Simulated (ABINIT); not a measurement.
# CsSnI3 (Pm-3m): G0W0 in ABINIT against the bands in the self-energy

Aim: move the bands in the self-energy of a G0W0 run on CsSnI3 (Pm-3m) over a wide range.

Calculated with ABINIT 10.8.3; PBE and many-body steps on it, plane waves.

## (1) Starting point

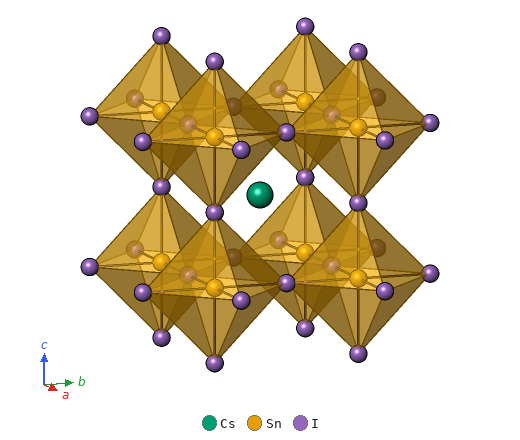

Start, viewed slightly off an axis; caesium teal, tin orange, iodine purple. Some periodic images of atoms are drawn too.

Coordinates:

```cif
data_structure
_symmetry_space_group_name_H-M 'P 1'
_symmetry_Int_Tables_number 1
_cell_length_a 6.2862
_cell_length_b 6.2862
_cell_length_c 6.2862
_cell_angle_alpha 90.000
_cell_angle_beta 90.000
_cell_angle_gamma 90.000
_cell_volume 248.41
loop_
_atom_site_label
_atom_site_type_symbol
_atom_site_fract_x
_atom_site_fract_y
_atom_site_fract_z
_atom_site_occupancy
Cs1 Cs 0.50000 0.50000 0.50000 1
Sn2 Sn 0.00000 0.00000 0.00000 1
I3 I 0.50000 0.00000 0.00000 1
I4 I 0.00000 0.00000 0.50000 1
I5 I 0.00000 0.50000 0.00000 1
```

The cell and positions are those that the Materials Project relaxed with its own functionals (PBE, PBE+U or r2SCAN), kept fixed. Spin-orbit coupling is left out unless a step names it.

## (2) Screening, 2×2×2 mesh, 586 bands, screening to 176.9 eV

This step: ABINIT 10.8.3; RPA screening on PBE, plane waves, norm-conserving pseudopotentials.

The RPA dielectric matrix is built and inverted for each q.

run.abi

```
acell 3*1.0 Angstrom
rprim 
  6.286228000000 0.000000000000 0.000000000000
  0.000000000000 6.286228000000 0.000000000000
  0.000000000000 0.000000000000 6.286228000000
ntypat 3
znucl 55 50 53
natom 5
typat 1 2 3 3 3
xred 
  0.500000000000 0.500000000000 0.500000000000
  0.000000000000 0.000000000000 0.000000000000
  0.500000000000 0.000000000000 0.000000000000
  0.000000000000 0.000000000000 0.500000000000
  0.000000000000 0.500000000000 0.000000000000
pp_dirpath "pseudos"
pseudos "Cs.upf, Sn.upf, I.upf"
ecut 32
ngkpt 2 2 2
nshiftk 1
shiftk 0 0 0
kptopt 1
chksymbreak 0
istwfk *1
occopt 1
irdwfk 1
optdriver 3
nband 586
ecuteps 6.5
inclvkb 2
awtr 1
symchi 1
indata_prefix "in"
outdata_prefix "out"
tmpdata_prefix "tmp"
```

Run with:

```sh
OMP_NUM_THREADS=1 mpirun -n 8 abinit run.abi > log
```

What it wrote:

```text
.Version 10.8.3 of ABINIT. v10.8.2 released Aug 2026.

 Symmetries : space group Pm -3 m (#221); Bravais cP (primitive cubic)
[... echo of the input left out ...]
== DATASET  1 ==================================================================
-   mpi_nproc: 8, omp_nthreads: 1 (-1 if OMP is not activated)

--- !DatasetInfo
iteration_state: {dtset: 1, }
dimensions: {natom: 5, nkpt: 4, mband: 586, nsppol: 1, nspinor: 1, nspden: 1, mpw: 14592, }
cutoff_energies: {ecut:  32.0, pawecutdg:  -1.0, }
electrons: {nelect:   4.40000000E+01, charge:   0.00000000E+00, occopt:   1.00000000E+00, tsmear:   1.00000000E-02, }

 SCREENING: Calculation of the susceptibility and dielectric matrices

 Based on a program developped by R.W. Godby, V. Olevano, G. Onida, and L. Reining.
 Incorporated in ABINIT by V. Olevano, G.-M. Rignanese, and M. Torrent.
.Using double precision arithmetic ; gwpc =  8

[... cell and pseudopotentials left out ...]
--------------------------------------------------------------------------------

 ==== K-mesh for the wavefunctions ====
 Number of points in the irreducible wedge :     4
[... list of points left out ...]
 Together with 48 symmetry operations and time-reversal symmetry
 yields     8 points in the full Brillouin Zone.

 ==== Q-mesh for the screening function ====
 Number of points in the irreducible wedge :     4
[... list of points left out ...]
 Together with 48 symmetry operations and time-reversal symmetry
 yields     8 points in the full Brillouin Zone.

 setmesh: FFT mesh size selected  =    45x   45x   45
          total number of points  =        91125

 vcoul_init : cutoff-mode = AUXILIARY_FUNCTION
 q-points for optical limit:   1
     1)      0.000010    0.000020    0.000030

- screening: taking advantage of time-reversal symmetry
- Maximum band index for partially occupied states nbvw = 22
- Remaining bands to be divided among processors   nbcw = 564
- Number of bands treated by each node ~70

 Number of electrons calculated from density =   44.0000; Expected =   44.0000
 average of density, n =  0.026247
 r_s =    2.0874
 omega_plasma =   15.6278 [eV]

 calculating chi0 at frequencies [eV] :
  1    0.000000E+00    0.000000E+00
  2    0.000000E+00    1.562782E+01

--------------------------------------------------------------------------------
  q-point number  1        q = ( 0.000000, 0.000000, 0.000000) [r.l.u.]
--------------------------------------------------------------------------------
[... chi0 elements left out ...]
 For q-point:  0.000010 0.000020 0.000030
  dielectric constant = 115.3378
  dielectric constant without local fields = 142.5529

  Average fulfillment of the sum rule on Im[epsilon] for q-point    1 :    105.63  [%]
[... wings left out ...]
  q-point number  2        q = ( 0.500000, 0.000000, 0.000000) [r.l.u.]
--------------------------------------------------------------------------------
[... chi0 elements left out ...]
  Average fulfillment of the sum rule on Im[epsilon] for q-point    2 :    110.74  [%]

 [... 2 further q-points ...]
```

Wall time 4.4 min (8 MPI ranks of Intel Xeon Platinum 8488C (Sapphire Rapids), shared host); peak memory 7.3 GiB.

This step gave:

- ε∞ with local fields, on this mesh, along the program's q direction: 115.3
- the same without local fields: 142.6
- plasma frequency: 15.63 eV
- plane waves in the screening matrix: 1357

Local fields lower ε∞ by 19 %. The value itself is an artefact of the mesh, where one narrow direct gap carries too much weight.

## (3) 30 bands

This step: G0W0 on PBE, plane waves, norm-conserving pseudopotentials.

run.abi: that of step 2 with these lines changed.

```diff
@@ -26,8 +26,17 @@
 irdwfk 1
-optdriver 3
-nband 586
+optdriver 4
+nband 30
+gwcalctyp 0
+ecutsigx 32
+symsigma 1
+nkptgw 2
+kptgw 
+  0.5000000000 0.5000000000 0.5000000000
+  0.0000000000 0.0000000000 0.0000000000
+bdgw 
+  19 25
+  20 25
 ecuteps 6.5
-inclvkb 2
-awtr 1
-symchi 1
+irdscr 1
+ppmodel 1
 indata_prefix "in"
```

What it wrote:

```text
.Version 10.8.3 of ABINIT. v10.8.2 released Aug 2026.

 Symmetries : space group Pm -3 m (#221); Bravais cP (primitive cubic)
[... echo of the input left out ...]
== DATASET  1 ==================================================================
-   mpi_nproc: 8, omp_nthreads: 1 (-1 if OMP is not activated)

--- !DatasetInfo
iteration_state: {dtset: 1, }
dimensions: {natom: 5, nkpt: 4, mband: 30, nsppol: 1, nspinor: 1, nspden: 1, mpw: 14592, }
cutoff_energies: {ecut:  32.0, pawecutdg:  -1.0, }
electrons: {nelect:   4.40000000E+01, charge:   0.00000000E+00, occopt:   1.00000000E+00, tsmear:   1.00000000E-02, }

 SIGMA: Calculation of the GW corrections

 Based on a program developped by R.W. Godby, V. Olevano, G. Onida, and L. Reining.
 Incorporated in ABINIT by V. Olevano, G.-M. Rignanese, and M. Torrent.
.Using double precision arithmetic ; gwpc =  8

[... cell and pseudopotentials left out ...]
--------------------------------------------------------------------------------

 ==== K-mesh for the wavefunctions ====
 Number of points in the irreducible wedge :     4
[... list of points left out ...]
 Together with 48 symmetry operations and time-reversal symmetry
 yields     8 points in the full Brillouin Zone.

 ==== Q-mesh for screening function ====
 Number of points in the irreducible wedge :     4
[... list of points left out ...]
 Together with 48 symmetry operations and time-reversal symmetry
 yields     8 points in the full Brillouin Zone.

 vcoul_init : cutoff-mode = AUXILIARY_FUNCTION
 q-points for optical limit:   1
     1)      0.000010    0.000020    0.000030
 setmesh: FFT mesh size selected  =    64x   64x   64
          total number of points  =       262144

 Number of electrons calculated from density =   44.0000; Expected =   44.0000
 average of density, n =  0.026247
 r_s =    2.0874
 omega_plasma =   15.6278 [eV]

 === KS Band Gaps ===
  >>>> For spin  1
   Minimum direct gap =   0.4710 [eV], located at k-point      :   0.5000  0.5000  0.5000
   Fundamental gap    =   0.4710 [eV], Top of valence bands at :   0.5000  0.5000  0.5000
                                       Bottom of conduction at :   0.5000  0.5000  0.5000
 SIGMA fundamental parameters:
 PLASMON POLE MODEL  1
 number of plane-waves for SigmaX                14411
 number of plane-waves for SigmaC and W           1357
 number of plane-waves for wavefunctions         14411
 number of bands                                    30
 number of independent spin polarizations            1
 number of spinorial components                      1
 number of k-points in IBZ                           4
 number of q-points in IBZ                           4
 number of symmetry operations                      48
 number of k-points in BZ                            8
 number of q-points in BZ                            8
 number of frequencies for dSigma/dE                 9
 frequency step for dSigma/dE [eV]                0.25
 number of omega for Sigma on real axis              0
 max omega for Sigma on real axis  [eV]           0.00
 zcut for avoiding poles [eV]                     0.10

 EPSILON^-1 parameters (SCR file):
 dimension of the eps^-1 matrix on file           1357
 dimension of the eps^-1 matrix used              1357
 number of plane-waves for wavefunctions         14411
 number of bands                                   586
 number of q-points in IBZ                           4
 number of frequencies                               2
 number of real frequencies                          1
 number of imag frequencies                          1

 matrix elements of self-energy operator (all in [eV])

 Perturbative Calculation

--- !SelfEnergy_ee
iteration_state: {dtset: 1, }
kpoint     : [   0.500,    0.500,    0.500, ]
spin       : 1
KS_gap     :    0.471
QP_gap     :    0.675
Delta_QP_KS:    0.204
data: !SigmaeeData |
     Band     E0 <VxcDFT>   SigX SigC(E0)      Z dSigC/dE  Sig(E)    E-E0       E
       19   0.434 -11.246 -14.014   3.933   0.792  -0.262 -10.323   0.923   1.357
       20   0.434 -11.246 -14.014   3.933   0.792  -0.262 -10.323   0.923   1.357
       21   0.434 -11.246 -14.014   3.933   0.792  -0.262 -10.323   0.923   1.357
       22   1.957 -12.174 -13.643   2.906   0.804  -0.244 -11.019   1.155   3.111
       23   2.428  -9.575  -6.406  -1.487   0.808  -0.238  -8.216   1.359   3.786
       24   2.428  -9.575  -6.406  -1.487   0.808  -0.238  -8.216   1.359   3.786
[...]
--- !SelfEnergy_ee
iteration_state: {dtset: 1, }
kpoint     : [   0.000,    0.000,    0.000, ]
spin       : 1
KS_gap     :    4.306
QP_gap     :    4.700
Delta_QP_KS:    0.395
data: !SigmaeeData |
     Band     E0 <VxcDFT>   SigX SigC(E0)      Z dSigC/dE  Sig(E)    E-E0       E
[...]
23   4.321  -5.729  -2.349  -1.930   0.856  -0.168  -4.488   1.241   5.562
       24   5.326  -6.045  -2.592  -1.699   0.861  -0.161  -4.534   1.511   6.837
       25   5.326  -6.045  -2.592  -1.699   0.861  -0.161  -4.534   1.511   6.837

== END DATASET(S) ==============================================================
================================================================================

 -outvars: echo values of variables after computation  --------
           etotal      0.0000000000E+00
            nband          30
             nkpt           4
          spgroup         221
 [... the other variables as echoed above ...]

 Calculation completed.
```

The job ended after 24 s (8 MPI ranks; peak memory 5.9 GiB; 3.2 min of CPU time).

This step gave:

| Quantity | Value |
| --- | --- |
| G0W0 gap on the points computed | 0.6750 eV |
| starting gap on the mesh | 0.4710 eV |
| k of the valence top | 0.5, 0.5, 0.5 |
| k of the conduction bottom | 0.5, 0.5, 0.5 |
| Z at the valence top | 0.804 |
| Z at the conduction bottom | 0.808 |
| least direct G0W0 gap on the computed points | 0.6750 eV |

## (4) 39 bands

run.abi: that of step 3 with these lines changed.

```diff
@@ -27,3 +27,3 @@
 optdriver 4
-nband 30
+nband 39
 gwcalctyp 0
```

What it wrote:

```text
.Version 10.8.3 of ABINIT. v10.8.2 released Aug 2026.

 Symmetries : space group Pm -3 m (#221); Bravais cP (primitive cubic)
[... echo of the input left out ...]
== DATASET  1 ==================================================================
-   mpi_nproc: 8, omp_nthreads: 1 (-1 if OMP is not activated)

--- !DatasetInfo
iteration_state: {dtset: 1, }
dimensions: {natom: 5, nkpt: 4, mband: 39, nsppol: 1, nspinor: 1, nspden: 1, mpw: 14592, }
cutoff_energies: {ecut:  32.0, pawecutdg:  -1.0, }
electrons: {nelect:   4.40000000E+01, charge:   0.00000000E+00, occopt:   1.00000000E+00, tsmear:   1.00000000E-02, }

 SIGMA: Calculation of the GW corrections

 Based on a program developped by R.W. Godby, V. Olevano, G. Onida, and L. Reining.
 Incorporated in ABINIT by V. Olevano, G.-M. Rignanese, and M. Torrent.
.Using double precision arithmetic ; gwpc =  8

[... cell and pseudopotentials left out ...]
--------------------------------------------------------------------------------

 ==== K-mesh for the wavefunctions ====
 Number of points in the irreducible wedge :     4
[... list of points left out ...]
 Together with 48 symmetry operations and time-reversal symmetry
 yields     8 points in the full Brillouin Zone.

 ==== Q-mesh for screening function ====
 Number of points in the irreducible wedge :     4
[... list of points left out ...]
 Together with 48 symmetry operations and time-reversal symmetry
 yields     8 points in the full Brillouin Zone.

 vcoul_init : cutoff-mode = AUXILIARY_FUNCTION
 q-points for optical limit:   1
     1)      0.000010    0.000020    0.000030
 setmesh: FFT mesh size selected  =    64x   64x   64
          total number of points  =       262144

 Number of electrons calculated from density =   44.0000; Expected =   44.0000
[...]
number of omega for Sigma on real axis              0
 max omega for Sigma on real axis  [eV]           0.00
 zcut for avoiding poles [eV]                     0.10

 EPSILON^-1 parameters (SCR file):
 dimension of the eps^-1 matrix on file           1357
 dimension of the eps^-1 matrix used              1357
 number of plane-waves for wavefunctions         14411
 number of bands                                   586
 number of q-points in IBZ                           4
 number of frequencies                               2
 number of real frequencies                          1
 number of imag frequencies                          1

 matrix elements of self-energy operator (all in [eV])

 Perturbative Calculation

--- !SelfEnergy_ee
iteration_state: {dtset: 1, }
kpoint     : [   0.500,    0.500,    0.500, ]
spin       : 1
KS_gap     :    0.471
QP_gap     :    0.640
Delta_QP_KS:    0.169
data: !SigmaeeData |
     Band     E0 <VxcDFT>   SigX SigC(E0)      Z dSigC/dE  Sig(E)    E-E0       E
       19   0.434 -11.246 -14.014   3.651   0.786  -0.273 -10.552   0.694   1.128
       20   0.434 -11.246 -14.014   3.651   0.786  -0.273 -10.552   0.694   1.128
       21   0.434 -11.246 -14.014   3.651   0.786  -0.273 -10.552   0.694   1.128
[...]
--- !SelfEnergy_ee
iteration_state: {dtset: 1, }
kpoint     : [   0.000,    0.000,    0.000, ]
spin       : 1
KS_gap     :    4.306
QP_gap     :    4.372
Delta_QP_KS:    0.066
data: !SigmaeeData |
     Band     E0 <VxcDFT>   SigX SigC(E0)      Z dSigC/dE  Sig(E)    E-E0       E
[...]
24   5.326  -6.045  -2.592  -2.305   0.839  -0.192  -5.082   0.963   6.289
       25   5.326  -6.045  -2.592  -2.305   0.839  -0.192  -5.082   0.963   6.289

== END DATASET(S) ==============================================================
================================================================================

 -outvars: echo values of variables after computation  --------
           etotal      0.0000000000E+00
            nband          39
             nkpt           4
          spgroup         221
 [... the other variables as echoed above ...]

 Calculation completed.
```

Run time: 28 s. Hardware: 8 MPI ranks; peak memory 6 GiB; 3.7 min of CPU time.

This step gave:

```yaml
g0w0_gap_on_the_points_computed: 0.6400 eV
starting_gap_on_the_mesh: 0.4710 eV
k_of_the_valence_top: 0.5, 0.5, 0.5
k_of_the_conduction_bottom: 0.5, 0.5, 0.5
z_at_the_valence_top: 0.798
z_at_the_conduction_bottom: 0.8
least_direct_g0w0_gap_on_the_computed_points: 0.6400 eV
```

## (5) 72 bands

run.abi: that of step 4 with these lines changed.

```diff
@@ -27,3 +27,3 @@
 optdriver 4
-nband 39
+nband 72
 gwcalctyp 0
```

What it wrote:

```text
.Version 10.8.3 of ABINIT. v10.8.2 released Aug 2026.

 Symmetries : space group Pm -3 m (#221); Bravais cP (primitive cubic)
[... echo of the input left out ...]
== DATASET  1 ==================================================================
-   mpi_nproc: 8, omp_nthreads: 1 (-1 if OMP is not activated)

--- !DatasetInfo
iteration_state: {dtset: 1, }
dimensions: {natom: 5, nkpt: 4, mband: 72, nsppol: 1, nspinor: 1, nspden: 1, mpw: 14592, }
cutoff_energies: {ecut:  32.0, pawecutdg:  -1.0, }
electrons: {nelect:   4.40000000E+01, charge:   0.00000000E+00, occopt:   1.00000000E+00, tsmear:   1.00000000E-02, }

 SIGMA: Calculation of the GW corrections

 Based on a program developped by R.W. Godby, V. Olevano, G. Onida, and L. Reining.
 Incorporated in ABINIT by V. Olevano, G.-M. Rignanese, and M. Torrent.
.Using double precision arithmetic ; gwpc =  8

[... cell and pseudopotentials left out ...]
--------------------------------------------------------------------------------

 ==== K-mesh for the wavefunctions ====
 Number of points in the irreducible wedge :     4
[... list of points left out ...]
 Together with 48 symmetry operations and time-reversal symmetry
 yields     8 points in the full Brillouin Zone.

 ==== Q-mesh for screening function ====
 Number of points in the irreducible wedge :     4
[... list of points left out ...]
 Together with 48 symmetry operations and time-reversal symmetry
 yields     8 points in the full Brillouin Zone.

 vcoul_init : cutoff-mode = AUXILIARY_FUNCTION
 q-points for optical limit:   1
     1)      0.000010    0.000020    0.000030
 setmesh: FFT mesh size selected  =    64x   64x   64
          total number of points  =       262144

 Number of electrons calculated from density =   44.0000; Expected =   44.0000
[...]
number of omega for Sigma on real axis              0
 max omega for Sigma on real axis  [eV]           0.00
 zcut for avoiding poles [eV]                     0.10

 EPSILON^-1 parameters (SCR file):
 dimension of the eps^-1 matrix on file           1357
 dimension of the eps^-1 matrix used              1357
 number of plane-waves for wavefunctions         14411
 number of bands                                   586
 number of q-points in IBZ                           4
 number of frequencies                               2
 number of real frequencies                          1
 number of imag frequencies                          1

 matrix elements of self-energy operator (all in [eV])

 Perturbative Calculation

--- !SelfEnergy_ee
iteration_state: {dtset: 1, }
kpoint     : [   0.500,    0.500,    0.500, ]
spin       : 1
KS_gap     :    0.471
QP_gap     :    0.716
Delta_QP_KS:    0.245
data: !SigmaeeData |
     Band     E0 <VxcDFT>   SigX SigC(E0)      Z dSigC/dE  Sig(E)    E-E0       E
       19   0.434 -11.246 -14.014   2.986   0.774  -0.292 -11.077   0.169   0.603
       20   0.434 -11.246 -14.014   2.986   0.774  -0.292 -11.077   0.169   0.603
       21   0.434 -11.246 -14.014   2.986   0.774  -0.292 -11.077   0.169   0.603
[...]
--- !SelfEnergy_ee
iteration_state: {dtset: 1, }
kpoint     : [   0.000,    0.000,    0.000, ]
spin       : 1
KS_gap     :    4.306
QP_gap     :    4.532
Delta_QP_KS:    0.226
data: !SigmaeeData |
     Band     E0 <VxcDFT>   SigX SigC(E0)      Z dSigC/dE  Sig(E)    E-E0       E
[...]
24   5.326  -6.045  -2.592  -2.914   0.824  -0.214  -5.601   0.444   5.771
       25   5.326  -6.045  -2.592  -2.914   0.824  -0.214  -5.601   0.444   5.771

== END DATASET(S) ==============================================================
================================================================================

 -outvars: echo values of variables after computation  --------
           etotal      0.0000000000E+00
            nband          72
             nkpt           4
          spgroup         221
 [... the other variables as echoed above ...]

 Calculation completed.
```

Elapsed: 43 s, on 8 MPI ranks; peak memory 6.2 GiB; 5.8 min of CPU time.

This step gave:

* G0W0 gap on the points computed: 0.7160 eV
* starting gap on the mesh: 0.4710 eV
* k of the valence top: 0.5, 0.5, 0.5
* k of the conduction bottom: 0.5, 0.5, 0.5
* Z at the valence top: 0.784
* Z at the conduction bottom: 0.788
* least direct G0W0 gap on the computed points: 0.7160 eV

(Part 1 of 2 ends here.)

[Paths, hosts, dates, memory and timing lines, banners, echoed tables and standing remarks are left out of the program output.]

[Logs are printed without paths, hosts, clocks, repeated set-up lines and the standing remarks that a program may print on its own settings, such as how far it seeks lower states.]

[Runs of the session that timed out or met a known fault of the program may be left out.]

[No measured gap is set beside runs whose start may be inverted or whose files or cutoffs have a known fault.]

[Hosts, paths, dates, database ids (printed as entryN), source tags and the programs' standing remarks are cut or masked in the printed files.]

[G0W0 gaps are taken among the corrected bands and points alone; a level outside them can change the order at an edge.]

[Where Ansatz stands beside ABINIT at settings called matched, ABINIT's density can come from a denser mesh and the files from another edition; pairs whose starting gaps differed by over 0.03 eV were left out, so agreement reads better than it is.]
